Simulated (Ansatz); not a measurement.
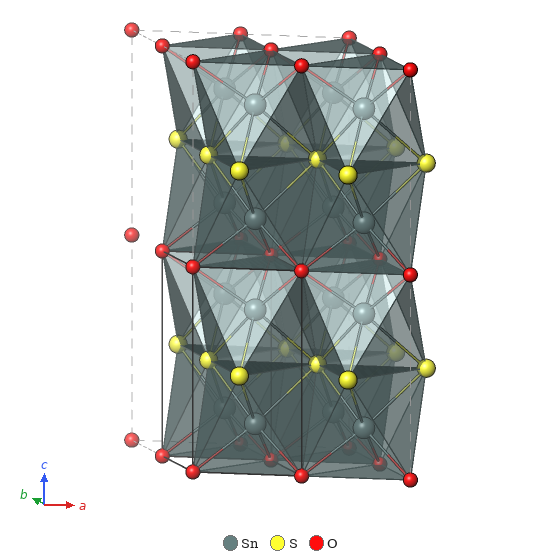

Polyhedra are drawn about Sn (bonds: O–Sn below 3 Å and S–Sn below 3.2 Å); other atoms are plain spheres.

System Sn₂SO (space group P-6m2, No. 187); source of the atomic positions: the end point of a relaxation with DFT PBE, scalar-relativistic, plane waves, PAW (Ansatz); the starting structure was generated, so it need not be a known form of this composition.

What figure surrounds each Sn atom, and what does it share with the other drawn polyhedra?

Answer. Sn: SnS3O3 octahedron, sharing edges with six neighbours, corners with twelve neighbours and faces with two neighbours.

How do these polyhedra hang together as a whole?

Answer. They form a three-dimensional framework of corner-, edge- and face-sharing octahedra.
